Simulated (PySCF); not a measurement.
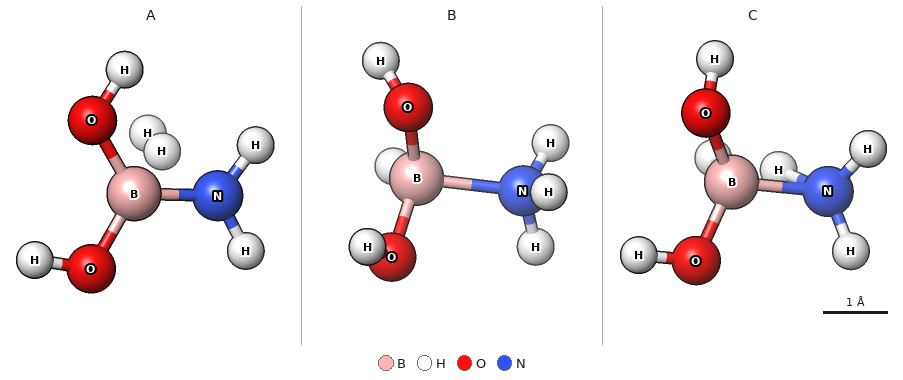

Three geometries of BNH6O2: a saddle point and the two minima that it joins, in shuffled order. Style: ball-and-stick. Shown at a tilt. Sticks join atoms that are closer than about 1.2 times the sum of their covalent radii (a little more with hydrogen).

Stationary points at PBE0-D4/def2-TZVP, single-point energies with CCSD(T)/CBS, SPW92 (LDA), BHLYP-D4, r2SCAN-D4 (def2-TZVPP where no basis is named; PySCF 2.14.0). The energies are electronic, without zero-point or thermal terms, and both ends are the minima reached downhill from the saddle, with any fragments still in contact. CCSD(T)/CBS stands for a frozen-core estimate: MP2 correlation extrapolated from def2-TZVPP and def2-QZVPP, CCSD(T) minus MP2 from the smaller set.

### Identify the saddle point and describe the reaction.

Frame C is the saddle point. Counted by bonded pieces, B holds BH₃O₂ + NH₃ and A holds BH₄NO₂ + H₂. From B over the saddle to A, bonds form: B–N (1.71 → 1.57 → 1.41 Å), H–H (2.55 → 1.06 → 0.75 Å). Bonds break: B–H (1.22 → 1.50 → 3.85 Å), H–N (1.01 → 1.30 → 2.81 Å). The saddle has one imaginary mode, 1511i cm⁻¹. With CCSD(T)/CBS the barrier is 168.0 kJ/mol from B and 221.3 kJ/mol from A, and A lies 53.3 kJ/mol below B.

| level | barrier from B (kJ/mol) | barrier from A (kJ/mol) | A less B (kJ/mol) |
| --- | --- | --- | --- |
| CCSD(T)/CBS | 168.0 | 221.3 | −53.3 |
| SPW92 (LDA) | 119.4 | 150.8 | −31.4 |
| BHLYP-D4 | 172.8 | 233.8 | −61.0 |
| r2SCAN-D4 | 144.1 | 200.8 | −56.7 |

Against CCSD(T)/CBS, BHLYP-D4 comes closest on the barrier from B (+4.8 kJ/mol) and SPW92 (LDA) misses most (−48.6 kJ/mol).
